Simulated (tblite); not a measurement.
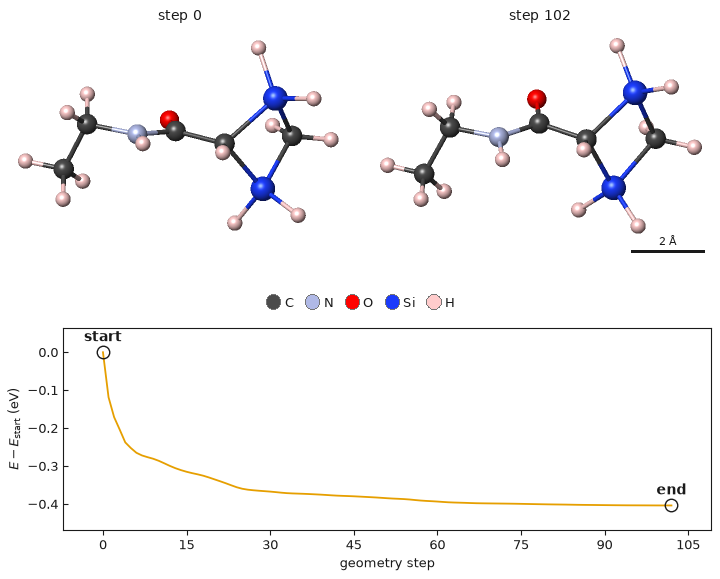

First and last geometry of a relaxation of C$_{5}$H$_{13}$NOSi$_{2}$, with the history of the run. The picture is a ball-and-stick view, seen at a tilt.

Method: GFN2-xTB geometry optimisation, gas phase in tblite 0.8.0. 

> Read the history and describe the run.

It converged. The energy falls by 0.404 eV in 102 geometry steps. The largest move after the best rigid fit is that of the O atom, 0.69 Å. By element the largest moves are O 0.69 Å, H 0.66 Å, C 0.30 Å, Si 0.28 Å, N 0.09 Å. Near-neighbour distances that change, for instance: C–C 1.540 → 1.474 Å, H–Si 1.489 → 1.453 Å, C–Si 1.888 → 1.920 Å, C–N 1.468 → 1.444 Å. Among the angles between lasting bonds that change: Si–C–H 112.1° → 119.3°, Si–C–Si 85.9° → 91.9°, C–C–Si 113.8° → 107.8°. Groups turn about C–N by about 30°. The run took 0.9 s on 1 thread of Arm Neoverse V2, with other jobs on the host.
